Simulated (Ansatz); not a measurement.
Pulling on the Pb1–F3 bond in FHPb (SMILES [F][PbH]) (multiplicity 1 held, fragments rigid). Energies count from the point at 2.069 Å.
Geometry at that point (charge 0, multiplicity 1):
```json
[
 {"atom": "Pb", "x (Å)": "-0.0639", "y (Å)": "-0.1197", "z (Å)": "0.1499"},
 {"atom": "H", "x (Å)": "-1.0398", "y (Å)": "-1.0734", "z (Å)": "-1.1273"},
 {"atom": "F", "x (Å)": "0.6977", "y (Å)": "1.2100", "z (Å)": "-1.2402"}
]
```

Restricted levels (R-, RO-) in cc, def2 and unpolarised 6-31G sets keep to the state of the molecule at rest. Unrestricted levels (U-) break spin symmetry where that is lower. Active spaces are followed from a long bond inwards. Curves can end on different states.

Frozen-core correlation. Filled d and f shells under p-block atoms count as core.

Programs: Ansatz (Gaussian basis) for Hartree–Fock, density functionals and correlated methods.  In def2 rows elements past Kr take small-core potentials, without spin–orbit coupling.

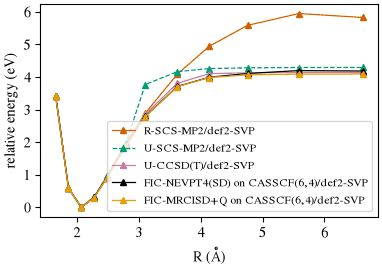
Figure. Relative energy along the coordinate

Doubts at one or more of the structures used: a restricted determinant that unrestricted orbitals would lower (R-SCS-MP2/def2-SVP); a spin-contaminated determinant (U-SCS-MP2/def2-SVP, U-CCSD(T)/def2-SVP); T1 above 0.05 (U-CCSD(T)/def2-SVP); the program's own flag: other amplitudes (U-CCSD(T)/def2-SVP); active orbitals that take no part (FIC-NEVPT4(SD) on CASSCF(6,4)/def2-SVP, FIC-MRCISD+Q on CASSCF(6,4)/def2-SVP).

Ansatz is an electronic-structure program.
